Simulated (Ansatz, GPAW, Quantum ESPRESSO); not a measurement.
# SrLi2SnS4: valence-band photoemission

Wanted: projected DOS of SrLi2SnS4, weighted into photoemission and X-ray emission spectra, at several levels of theory.

Program: Ansatz 0.2.0, Quantum ESPRESSO 7.5 and GPAW 26.7.0. Level of theory: DFT, PBE, plane-wave PAW, default files, scalar-relativistic, in the first sound run; inputs show where later runs differ. Results are calculated unless marked as measured.

**1. The starting structure**

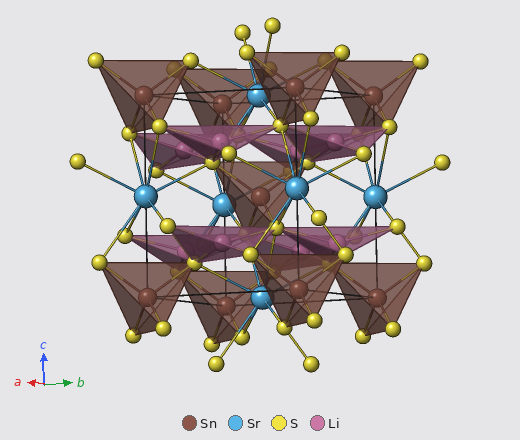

Start, viewed slightly off an axis; tin brown, strontium blue, sulfur yellow, lithium pink. This picture shows the conventional cell, with its axes. Some periodic images of atoms are drawn too.

**2. The base run**

The base run gives the projected DOS, from which the spectra are built. The DOS is taken on a denser mesh than the density.

Contents of input.yaml:

```yaml
crystal:
  lattice:
    - [-3.3295, 3.3295, 3.959]
    - [3.3295, -3.3295, 3.959]
    - [3.3295, 3.3295, -3.959]
  atoms:
    - { symbol: Sn, position: [0.0, 0.0, 0.0] }
    - { symbol: Sr, position: [0.5, 0.5, 0.0] }
    - { symbol: S, position: [0.37794, 0.96474, 0.0] }
    - { symbol: S, position: [0.62206, 0.62206, 0.5868] }
    - { symbol: S, position: [0.96474, 0.37794, 0.0] }
    - { symbol: S, position: [0.03526, 0.03526, 0.4132] }
    - { symbol: Li, position: [0.75, 0.25, 0.5] }
    - { symbol: Li, position: [0.25, 0.75, 0.5] }
kpoints:
  mp_grid: { grid: [6, 6, 6] }
  band_path:
    path:
      - [[0.0, 0.0, 0.0], [0.0, 0.0, 0.5], [0.25, 0.25, 0.25], [0.0, 0.5, 0.0], [0.0, 0.0, 0.0], [0.5, 0.5, -0.5], [0.426818, 0.573182, -0.426818]]
      - [[-0.426818, 0.426818, 0.426818], [0.0, 0.0, 0.0]]
      - [[0.0, 0.0, 0.5], [-0.353636, 0.353636, 0.5]]
      - [[0.5, 0.5, -0.353636], [0.5, 0.5, -0.5]]
    npoints: 10
scf:
  occupations: { method: fermi_dirac, width: 0.02 }
  n_extra_bands: 20
hamiltonian:
  xc: pbe
  pseudopotentials: { kind: paw }
output:
  forces: true
  stress: true
  dos:
    projected: true
    de: 0.05
    e_range: [-30, 12]
    nscf_kmesh: { grid: [10, 10, 10] }
  fatbands: true
```

Command:

```sh
> ansatz run input.yaml --threads 4 --pin off --max-ram 12288MiB --backend cpu --events-out ev --progress --plain --runs-dir out
```

Numbers of over 12 decimals in the logs are rounded to 6 here.

The log of the run:

```text
scf.n_extra_bands = 20 over 27 filled bands (N_el = 54.0): the run solves 47 bands
Engine: ansatz 0.2.0, aarch64-unknown-linux-gnu
Pseudopotentials: kind: paw
Pseudopotential: Sn, paw, valence charge 14, recommended cutoff 420 eV (normal), Sn.paw.azcp
Pseudopotential: Sr, paw, valence charge 10, recommended cutoff 420 eV (normal), Sr.paw.azcp
Pseudopotential: S, paw, valence charge 6, recommended cutoff 420 eV (normal), S.paw.azcp
Pseudopotential: Li, paw, valence charge 3, recommended cutoff 420 eV (normal), Li.paw.azcp
Functional definition: PBE
  parameter kappa = 0.804
  parameter beta = 0.066725
  exchange = pbe_x(kappa = kappa, mu = beta*pi^2/3)
  correlation = pbe_c(beta = beta)
Crystal: 8 atoms, lattice volume = 175.551 Å³
Basis set: ecut = 420 eV, 3445 PW (Γ), exchange–correlation on 90×90×90 points (8 copies of the dense FFT grid, shifted against one another)
Bands: 47, of which v1, the nominal top of the filled ones, is band 27 counted from 1 (26 counted from 0)
Symmetry: 8 space group operations
Space group: I-42m (ITA 121), of the structure as read, at distance tolerance 5.6e-5 Å
k-points: 30 of 216 (time reversal used)
Non-local potential: Sn, projectors of the file, l = 0: 2, l = 1: 2, l = 2: 2, l = 3: 2
Non-local potential: Sr, projectors of the file, l = 0: 3, l = 1: 2, l = 2: 2
Non-local potential: S, projectors of the file, l = 0: 2, l = 1: 2, l = 2: 2
Non-local potential: Li, projectors of the file, l = 0: 3, l = 1: 2, l = 2: 1
PAW form: soft (Blöchl's): semilocal exchange-correlation on the pseudo side does not see the compensation charge
PAW one-centre angular grid: Sn, 590 points (default); XC on 64 Gauss nodes
PAW one-centre angular grid: Sr, 110 points (default); XC on 64 Gauss nodes
PAW one-centre angular grid: S, 110 points (default); XC on 64 Gauss nodes
PAW one-centre angular grid: Li, 110 points (default); XC on 64 Gauss nodes
Initial density: superposition of atomic densities (neutral atoms: chi_scale 0, normalization atom), corrected by the library's trained network
Initial wavefunctions: pseudopotential atomic-orbital guess
Functional: x = pbe(κ = 0.804, μ = 0.219515), c = pbe(β = 0.066725)
SCF iter   1: F=—  HF=-13595.928759 eV  |F-HF|=—  |Δ(HF+E_count)|=         —  Δρ=8.97e-4  dr2=1.43e-3  ethr=1.77e-3  ⟨swp⟩=7.9  Hψ=8022  notcnv=0  defer=91
preconditioner: auto → Resta (q_TF=auto, 2.242 Å⁻¹)  ε∞=2.7  [insulator: Δε(μ)=2.669 eV  Ē_g=13.301 eV  σ=0.020 eV  W_gap=1.00  n_scr=26 (ndim 8)  ℏωp=17.3 eV  f_vac=0.016  D(μ)=0.00/eV (n_scr^D=0)  ε∞_Penn≈2.7]
SCF iter   2: F=—  HF=-13595.930616 eV  |F-HF|=—  |Δ(HF+E_count)|=   1.86e-3  Δρ=4.80e-4  dr2=3.76e-4  ethr=2.65e-6  ⟨swp⟩=3.2  Hψ=3022  notcnv=0  defer=412
SCF iter   3: F=—  HF=-13595.930755 eV  |F-HF|=—  |Δ(HF+E_count)|=   1.39e-4  Δρ=3.01e-4  dr2=1.25e-4  ethr=6.97e-7  ⟨swp⟩=2.3  Hψ=1503  notcnv=0  defer=412
SCF iter   4: F=—  HF=-13595.931024 eV  |F-HF|=—  |Δ(HF+E_count)|=   2.69e-4  Δρ=6.92e-5  dr2=9.99e-6  ethr=2.32e-7  ⟨swp⟩=2.0  Hψ=1824  notcnv=0  defer=412
SCF iter   5: F=—  HF=-13595.931085 eV  |F-HF|=—  |Δ(HF+E_count)|=   6.17e-5  Δρ=3.00e-5  dr2=2.52e-6  ethr=1.85e-8  ⟨swp⟩=2.1  Hψ=1637  notcnv=0  defer=412
SCF iter   6: F=—  HF=-13595.931085 eV  |F-HF|=—  |Δ(HF+E_count)|=   3.91e-7  Δρ=1.37e-5  dr2=4.92e-7  ethr=4.66e-9  ⟨swp⟩=2.2  Hψ=1554  notcnv=0  defer=412
SCF iter   7: F=-13595.931085 eV  HF=-13595.931085 eV  |F-HF|=2.96e-8  |Δ(HF+E_count)|=   1.41e-7  Δρ=3.36e-6  dr2=3.60e-8  ethr=1.85e-10  ⟨swp⟩=12.1  Hψ=8252  notcnv=0
SCF 1 converged in 7 iterations: F = -13595.931085 eV  dr2 = 3.60e-8
  greatest PAW one-centre occupation: 1.000 electrons in one spin orbital (limit 2), on the Li atom at site 7 (counted from 0), in its partial waves of l = 0
NSCF: frozen V_eff on 94 k-points
NSCF: frozen V_eff on 102 k-points
SCF converged after 7 iterations
Free energy (F): -13595.931085 eV
Harris-Foulkes:  -13595.931085 eV  (|F-HF|=2.96e-8)
Internal energy: -13595.931085 eV  (E = F + TS)
E sigma→0 (E₀):  -13595.931085 eV
Fermi energy:    6.384270 eV
--- Per-component energies (eV) ---
  E_band       = -421.800843
  E_kinetic    = 907.309168
  E_local      = -2750.249778  (includes V_loc(G=0)·N_el)
  E_nonlocal   = 218.750034
  E_hartree    = 1145.238341
  E_xc         = -967.605793
  E_vxc        = -638.252721  (∫ρ·V_xc dr)
  E_paw        = -9279.958153  (= ΣΔE_a)
  E_vpaw       = -449.829465  (= ΣTr[D̂ρ^β])
  E_aug_tail   = 0.000042  (compensation charges beyond the density's cutoff)
  E_ewald      = -2869.414945
  E_smearing   = -0.000000  (= −TS)
  E_closure    = 0.000000  (closes the sum)
  Σ components = -13595.931085   (vs F -13595.931085, Δ=0.00e0)
--- Forces (eV/Å), atoms counted from 1 ---
  atom   1  Sn     0.00000000    -0.00000000    -0.00000000
  atom   2  Sr    -0.00000000     0.00000000     0.00000000
  atom   3  S     -0.28026577     0.28026577     0.28942628
  atom   4  S     -0.28026577    -0.28026577    -0.28942628
  atom   5  S      0.28026577    -0.28026577     0.28942628
  atom   6  S      0.28026577     0.28026577    -0.28942628
  atom   7  Li     0.00000000     0.00000000     0.00000000
  atom   8  Li     0.00000000     0.00000000    -0.00000000
  max |Σ_I F_I| component: 5.62e-17 eV/Å
--- Stress (GPa, compression-positive) ---
        2.257879       0.000000       0.000000
        0.000000       2.257879      -0.000000
        0.000000      -0.000000       2.521276
  P = ⅓ Tr σ = 2.3457 GPa (23.457 kbar)
--- Band table (eV; the first three rows and the last of 30) ---
  k-point 0: bands = [... 23 lower, 4.0762, 4.5914, 4.6735, 4.6735, 7.7472, 8.9843, 9.7273, 10.1199, ... 16 higher]
  k-point 1: bands = [... 23 lower, 4.2522, 4.3495, 4.5216, 4.5455, 7.9932, 8.9410, 9.3547, 10.0382, ... 16 higher]
  k-point 2: bands = [... 23 lower, 4.0453, 4.1591, 4.3099, 4.5461, 8.0939, 9.0922, 9.4290, 9.7117, ... 16 higher]
  k-point 29: bands = [... 23 lower, 3.3064, 4.5728, 4.5728, 5.0506, 7.7231, 9.2158, 9.2158, 9.5539, ... 16 higher]
```

Wall time 42 s (4 threads of Arm Neoverse V2, shared host); peak memory 0.8 GiB; 2.8 min of CPU time.

This step gave:

| Quantity | Value |
| --- | --- |
| free energy | -13595.9311 eV |
| Fermi energy | 6.384 eV |
| symmetry operations | 8 |
| pressure | 2.346 GPa |
| gap on the k-mesh | 2.673 eV |
| zero of energy | valence-band maximum |
| share of occupied states in no projected shell | 0.01 of the occupied states in the window |
| gap on the path | 2.672 eV |
| least direct gap on the path | 2.672 eV |
| valence top on path | 0 eV |

The electronic bands at the labelled points (eV, zero at the valence-band maximum; v1 is the highest filled band, c1 the lowest empty one):

```
     point     v4     v3     v2     v1    c1    c2    c3    c4
         Γ  -0.97  -0.46  -0.38  -0.38  2.70  3.93  4.68  5.07
         X  -1.29  -1.08  -1.04  -0.51  3.16  4.33  4.65  4.80
         P  -1.33  -0.95  -0.85  -0.85  3.05  4.02  4.67  4.67
         N  -1.22  -0.90  -0.66  -0.48  3.04  3.82  4.84  4.98
         Γ  -0.97  -0.46  -0.38  -0.38  2.70  3.93  4.68  5.07
         M  -1.74  -0.48  -0.48   0.00  2.67  4.17  4.17  4.50
         S  -1.49  -0.54  -0.49  -0.10  2.78  4.20  4.21  4.56
jump to S0  -1.49  -0.54  -0.49  -0.10  2.78  4.20  4.21  4.56
         Γ  -0.97  -0.46  -0.38  -0.38  2.70  3.93  4.68  5.07
 jump to X  -1.29  -1.08  -1.04  -0.51  3.16  4.33  4.65  4.80
         R  -1.42  -0.57  -0.53  -0.20  2.86  4.28  4.28  4.54
 jump to G  -1.42  -0.57  -0.53  -0.20  2.86  4.28  4.28  4.54
         M  -1.74  -0.48  -0.48   0.00  2.67  4.17  4.17  4.50
```

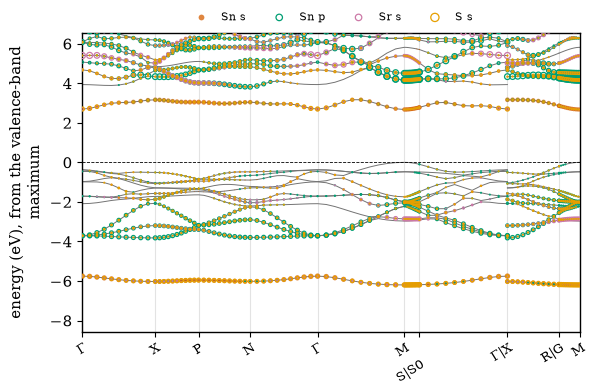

Electronic bands along the path; dots are coloured as in the legend, and their area grows with the weight.

The DOS has structure finer than the step of the table below, so its rows give means over 2.5 eV, whole bins alone (the curve runs from -22.4 to 9.36 eV). Peaks (eV: height): total -20.94: 60, -16.14: 50.0, -11.14: 21.5, -0.54: 13.8; S 3p -1.64: 9.97, -1.34: 7.44, -1.14: 8.03, -0.54: 13.2; S 3s -12.24: 5.54, -11.14: 18.2; Sn 5p -11.14: 2.26, -3.64: 1.50, 4.86: 1.48, 5.16: 1.45; Sn 5s -12.24: 1.77, -6.04: 3.53, 2.96: 3.30.

* holds the states left over by the projection beside any projected weight of its own, shared among the starred shells. The DOS by E, zero at the valence-band maximum; means over each step; 7 of 12 lines; values in states/eV/cell:

```
E (eV)    total     S 3p    S 3s    Sn 5p    Sn 5s    Li 2s    Sr 5s
 -20.0     4.00   0.0159  0.0140   4.1e-4        0   4.0e-4   1.6e-4
 -17.5        0        0       0        0        0        0        0
 -15.0     2.40   0.0209  0.0158  0.00528   9.6e-4  0.00922   1.5e-4
 -12.5     1.45   0.0334    1.02   0.0824    0.164   0.0876   0.0407
 -10.0     1.75  0.00562    1.48    0.179  0.00449   0.0376   0.0101
  -7.5  0.00164   6.8e-4  4.3e-4   2.4e-6   5.0e-4        0   1.7e-5
  -5.0    0.877    0.392   0.160   0.0236    0.279  0.00815  0.00475
  -2.5     5.51     4.54   0.110    0.479   0.0155    0.151   0.0932
   0.0     3.21     3.04  0.0214   0.0285  0.00523   0.0165  0.00763
   2.5    0.800    0.367  0.0378   0.0279    0.242   0.0121  0.00634
   5.0     5.34    0.521   0.211    0.960   0.0429    0.414    0.252
   7.5     5.79    0.330  0.0659    0.312   0.0184    0.383    0.263
```

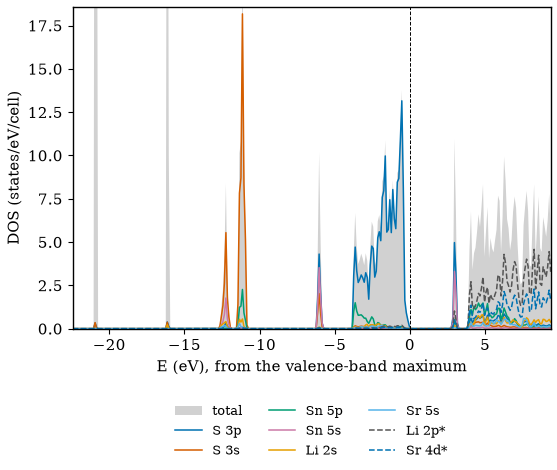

DOS against E. The peaks of deep states run off the scale.

Sums over each group's atoms; a table of it gives point samples, which can step over narrow peaks. Table of DOS of the group by E, zero at the valence-band maximum; 7 of 9 lines; values in states/eV:

```
E (eV)  S3: S 3p  S3: S 3s  Sn1: Sn 5p  Sn1: Sn 5s  Li7: Li 2s  Sr2: Sr 5s  Sr2: Sr 5p
 -15.0         0         0           0           0           0           0           0
 -12.5    0.0589      1.12     0.00676       0.346       0.203       0.103      0.0177
 -10.0         0         0           0           0           0           0           0
  -7.5         0         0           0           0           0           0           0
  -5.0         0         0           0           0           0           0           0
  -2.5      4.03     0.166       0.499      0.0204       0.210       0.130      0.0103
   0.0     0.107    2.1e-4      4.2e-4           0      5.3e-5      5.8e-6      1.2e-5
   2.5    5.3e-4    2.8e-5      2.7e-6      3.8e-4      4.7e-6      1.9e-5           0
   5.0     0.476     0.219       0.959      0.0395       0.362       0.188     0.00211
   7.5     0.259    0.0385       0.155      0.0133       0.274       0.343      4.8e-4
```

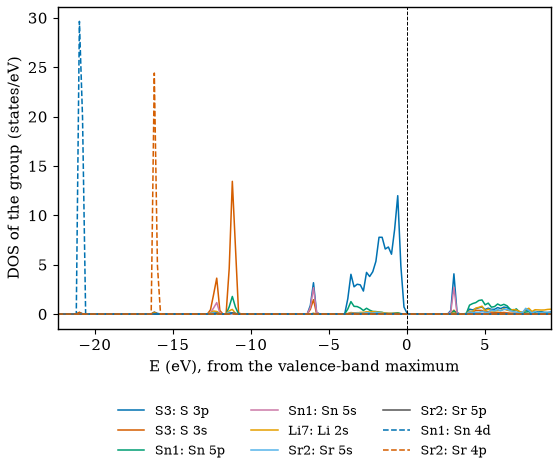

DOS of the group, plotted against E.

Simulated valence spectra by photon energy, shown to 13 eV, since a deeper line would dwarf them at some energies; the 100 % can be that line's tail at the edge; this run's widths, added to any smearing of the DOS itself: Gaussian 0.45 eV, Lorentzian 0.2 eV. The intensity by binding energy, zero at the valence-band maximum; values in % of the maximum within 13 eV:

```
binding energy (eV)  21.2 eV  150 eV  1486.7 eV  9251.7 eV
                  0     15.7    15.8       5.54       1.46
                  2     74.9    74.0       27.6       9.57
                  4     12.6    11.7       5.63       3.52
                  6     15.6    24.8       21.5       32.3
                  8    0.328   0.648      0.710      0.650
                 10    0.151    1.96       2.65       2.54
                 12        -    17.7       23.3       27.9
```

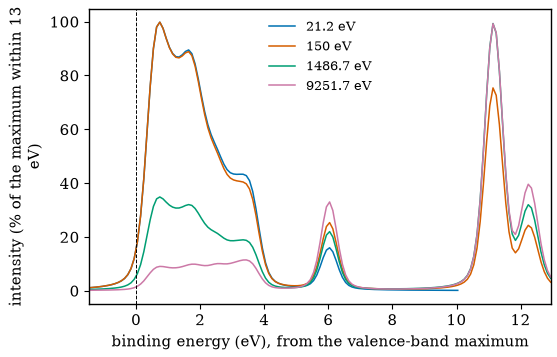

Intensity against binding energy.

Maxima picked by a test of local sharpness, so broad peaks and shoulders can be missing; peaks within 0.45 eV of a curve's cut are left out. Valence peaks, by row:

```csv
photon energy (eV),binding energy (eV),height (% of the maximum within 13 eV),main shell,its share (%)
21.2,6.014,16.06,S 3p,95.23
21.2,1.614,89.54,S 3p,95.24
21.2,0.7142,100,S 3p,96.68
150,20.91,124.7,Sn 4d,98.84
150,16.11,82.85,Sr 4p,97.57
150,12.26,24.45,S 3s,84.62
150,11.16,75.89,S 3s,96.2
150,6.014,25.45,S 3p,61.26
150,1.614,88.93,S 3p,97.76
150,0.7142,100,S 3p,98.56
1487,20.91,821.5,Sn 4d,99.85
1487,16.11,231.8,Sr 4p,98.99
1487,12.26,32.15,S 3s,80.55
1487,11.16,100,S 3s,91.4
1487,6.014,22.08,Sn 5s,39.15
1487,1.664,32.04,S 3p,88.9
1487,0.7142,34.9,S 3p,92.75
9252,20.91,237.1,Sn 4d,99.56
9252,16.11,210,Sr 4p,99.26
9252,12.26,39.84,S 3s,64.5
9252,11.16,100,S 3s,90.7
9252,6.014,33.18,Sn 5s,71.88
9252,3.414,11.49,Sn 5p,55
9252,1.764,9.903,S 3p,58.86
9252,0.7642,9.071,S 3p,74.56
```

The intensity has structure finer than the step of the table below, so its rows give means over 2.5 eV, whole bins alone (the curve runs from -22.4 to 1.46 eV). Peaks (eV: height): S K-beta -0.94: 100.0; S K-beta, E along x -1.64: 93.3; S K-beta, E along y -1.64: 93.3; S K-beta, E along z -1.04: 118; S L2,3 -12.24: 26.4, -11.14: 99.3.

Shapes are the site's partial DOS without matrix elements, which overweights lines from ligand s bands. Table of intensity by emission energy less the core level's binding energy, zero at the valence-band maximum; means over each step; values in % of the unpolarised maximum:

```csv
emission energy less the core level's binding energy (eV),S K-beta,"S K-beta, E along x","S K-beta, E along y","S K-beta, E along z","S L2,3"
-20.0,0.285,0.287,0.287,0.283,0.180
-17.5,0.263,0.261,0.261,0.266,0.0826
-15.0,0.412,0.410,0.410,0.416,0.226
-12.5,0.790,0.814,0.814,0.741,16.9
-10.0,0.657,0.677,0.677,0.619,17.0
-7.5,2.71,2.80,2.80,2.53,0.489
-5.0,10.7,11.2,11.2,9.57,1.82
-2.5,65.5,66.9,66.9,62.7,1.44
0.0,46.5,44.2,44.2,51.2,0.305
```

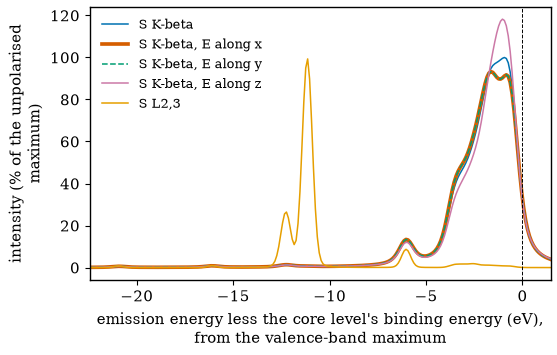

Intensity, plotted against emission energy less the core level's binding energy.

Shapes are the site's partial DOS without matrix elements, which overweights lines from ligand s bands. Emission peaks, by row:

```csv
line,energy (eV),height (%)
S K-beta,-6.014,12.98
S K-beta,-0.9142,100
"S K-beta, E along x",-6.014,13.44
"S K-beta, E along x",-1.614,93.29
"S K-beta, E along x",-0.8142,91.76
"S K-beta, E along y",-6.014,13.44
"S K-beta, E along y",-1.614,93.29
"S K-beta, E along y",-0.8142,91.76
"S K-beta, E along z",-6.014,12.07
"S K-beta, E along z",-1.014,118.3
"S L2,3",-12.26,26.69
"S L2,3",-11.16,100
"S L2,3",-6.014,8.711
```

The broadened DOS, unweighted empty DOS has structure finer than the step of the table below, so its rows give means over 0.5 eV, whole bins alone (the curve runs from -0.939 to 8.76 eV). Peaks (eV: height): 2.96: 3.54, 4.76: 6.28, 6.26: 7.18, 8.36: 5.91.

Table of broadened DOS, unweighted empty DOS by E, zero at the valence-band maximum; means over each step:

| E (eV) | broadened DOS, unweighted empty DOS (states/eV/cell) |
| --- | --- |
| 1.5 | 0 |
| 2.0 | 0.00256 |
| 2.5 | 0.581 |
| 3.0 | 2.90 |
| 3.5 | 0.842 |
| 4.0 | 3.21 |
| 4.5 | 5.60 |
| 5.0 | 5.89 |
| 5.5 | 5.29 |
| 6.0 | 6.59 |
| 6.5 | 6.60 |
| 7.0 | 5.61 |
| 7.5 | 5.01 |
| 8.0 | 5.74 |
| 8.5 | 5.82 |

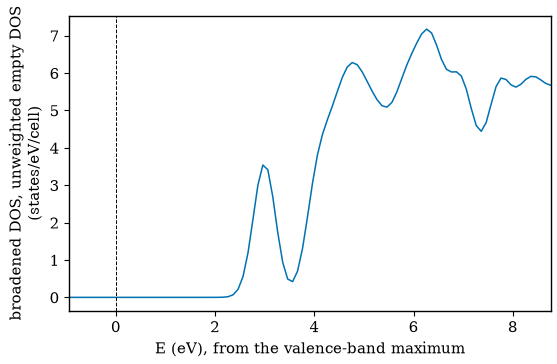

Broadened DOS, unweighted empty DOS against E.

Recipe: projected DOS times atomic cross section and asymmetry factor (unpolarised light, 45° from the beam), occupied states only, Fermi edge at 300 K, a Lorentzian width of 0.2 eV growing by 0 eV per eV of binding energy, and a resolution of 0.45 eV. Curves are cut 10 eV under the photon energy, above any shell that the free atom's threshold puts out of reach, or at the lower edge of the window: 10.1 eV at 21.2 eV, 22.5 eV at 150 eV, 22.5 eV at 1486.7 eV and 22.5 eV at 9251.7 eV. A star in tables and legends marks shells that hold the states left over by the projection (1.0 % of the filled ones), a stand-in for orbitals that the files don't project on. Matrix elements of the solid and inelastic losses aren't modelled, nor non-dipole terms, which matter above 3 keV.

Share of each shell in the spectrum's area (%), by photon energy:

```csv
shell,21.2 eV,150 eV,1486.7 eV,9251.7 eV
Sn 5s,0.0,0.8,1.1,6.0
Sn 5p,3.7,0.7,1.2,3.5
Sn 4d,0.0,18.0,61.7,35.5
Sr 4p,0.0,11.3,16.5,30.0
S 3s,0.0,16.3,10.5,20.9
S 3p,93.3,52.5,8.9,3.7
Sr 4d*,2.0,0.2,0.1,0.0
```

At this level the gap is 2.67 eV on the path.

[end of part 1 of 8]

[Logs are printed without paths, hosts, clocks, repeated set-up lines and the standing remarks that a program may print on its own settings, such as how far it seeks lower states.]

[Hosts, paths, dates, database ids (printed as entryN), source tags and the programs' standing remarks are cut or masked in the printed files.]

[Maps of the electrostatic potential energy from Ansatz leave out the sawtooth potential of an applied field or a dipole correction, so their vacuum need not be flat; work functions include it.]

[Peak lists hold at most the 14 tallest peaks of each spectrum; further lines can be left out.]
